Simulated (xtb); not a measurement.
## Geometry relaxation of C$_{2}$H$_{4}$ClFSi (part 5 of 5)

The same run, continued: C$_{2}$H$_{4}$ClFSi, SMILES FC1[SiH2]C1Cl; GFN1-xTB (xtb 6.7.1). The geometry comes from this level: GFN2-xTB.

Geometry of the input (Å):
```
F  -1.4984  -1.1166  0.8579
C  -0.4557  -0.2285  0.7792
Si 1.0367  -0.5780  -0.3487
C  -0.4388  0.6177  -0.4890
Cl -0.2716  2.3591  -0.2527
H  -0.3726  0.2967  1.7255
H  2.2951  -0.0157  0.0920
H  0.9600  -1.7533  -1.1897
H  -1.2547  0.4186  -1.1744
```

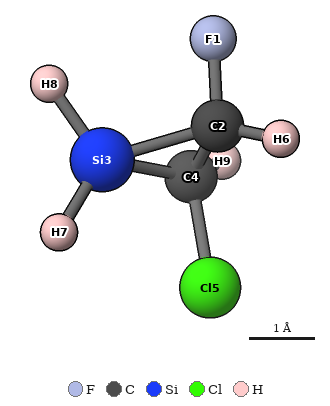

Figure 1. The geometry at step 24 of the log (ball-and-stick view, seen at a tilt; atoms are numbered from 1 in the order of the input).

Trajectory as extended XYZ, continued
```
9
Properties=species:S:1:pos:R:3 step=22 energy=-477.97106
F    -1.2070   -1.3845    0.6512
C    -0.4694   -0.2094    0.8188
Si    0.9978   -0.4612   -0.3174
C    -0.5390    0.5661   -0.5598
Cl    0.2656    2.1433   -0.1717
H    -0.8491    0.3053    1.7009
H     2.2953    0.1591   -0.3246
H     1.0087   -1.8377   -0.7670
H    -1.5029    0.7191   -1.0305
9
Properties=species:S:1:pos:R:3 step=23 energy=-477.97115
F    -1.2030   -1.3860    0.6484
C    -0.4697   -0.2084    0.8199
Si    0.9977   -0.4619   -0.3153
C    -0.5377    0.5678   -0.5577
Cl    0.2662    2.1451   -0.1747
H    -0.8536    0.3041    1.7013
H     2.2952    0.1586   -0.3271
H     1.0066   -1.8379   -0.7663
H    -1.5017    0.7187   -1.0286
9
Properties=species:S:1:pos:R:3 step=24 energy=-477.97123
F    -1.1996   -1.3863    0.6440
C    -0.4687   -0.2070    0.8201
Si    0.9974   -0.4632   -0.3162
C    -0.5368    0.5692   -0.5574
Cl    0.2642    2.1477   -0.1761
H    -0.8548    0.3020    1.7024
H     2.2951    0.1582   -0.3276
H     1.0044   -1.8404   -0.7626
H    -1.5014    0.7196   -1.0266
9
Properties=species:S:1:pos:R:3 step=26 energy=-477.97128
F    -1.1963   -1.3864    0.6404
C    -0.4674   -0.2052    0.8214
Si    0.9961   -0.4657   -0.3167
C    -0.5362    0.5704   -0.5564
Cl    0.2647    2.1501   -0.1779
H    -0.8567    0.3006    1.7037
H     2.2922    0.1588   -0.3279
H     1.0047   -1.8430   -0.7611
H    -1.5012    0.7204   -1.0255
9
Properties=species:S:1:pos:R:3 step=27 energy=-477.97128
F    -1.1968   -1.3862    0.6410
C    -0.4675   -0.2053    0.8214
Si    0.9963   -0.4656   -0.3163
C    -0.5361    0.5700   -0.5565
Cl    0.2645    2.1498   -0.1776
H    -0.8566    0.3010    1.7037
H     2.2926    0.1588   -0.3280
H     1.0047   -1.8425   -0.7618
H    -1.5010    0.7200   -1.0258
```

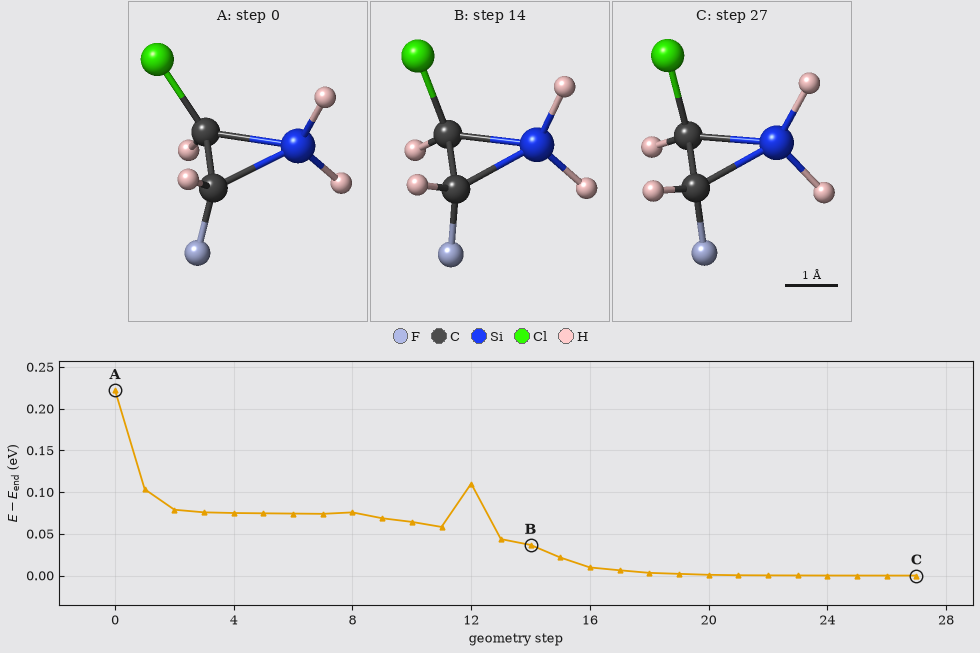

Figure 2. Frames of the relaxation (ball-and-stick view, seen on its broad side) above the curves, on which the letters mark them (steps are counted from 0).

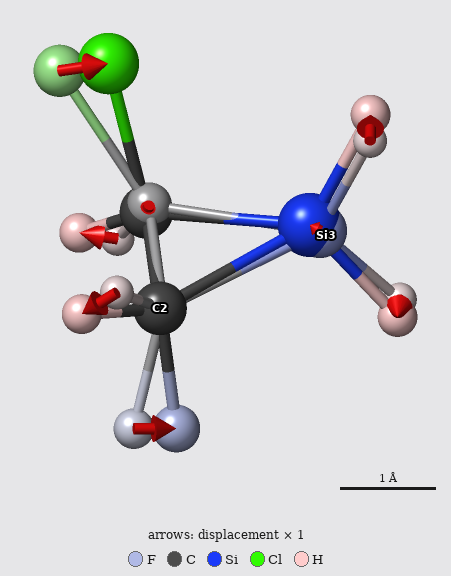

Figure 3. Start (faint) and end (solid) with the displacements as red arrows, at true length (ball-and-stick view, seen on its broad side). The two geometries are laid on each other by the best rigid fit. The atom that moves furthest after the best rigid fit is Cl5 (0.57 Å). Largest moves by element: Cl 0.57 Å, H 0.48 Å, F 0.46 Å, C 0.13 Å, Si 0.12 Å. Distances before and after: C2–C4 1.525 → 1.583 Å, C4–Cl5 1.765 → 1.811 Å, C2–Si3 1.903 → 1.872 Å, F1–C2 1.372 → 1.400 Å. Among the angles that change: Si3–C4–H9 121.0° → 149.8°, Si3–C4–Cl5 122.4° → 95.4°, Si3–C2–H6 123.1° → 146.7°. After 27 geometry steps the energy has fallen by 0.222 eV. (Atoms are counted from 1 in the order of the input.)
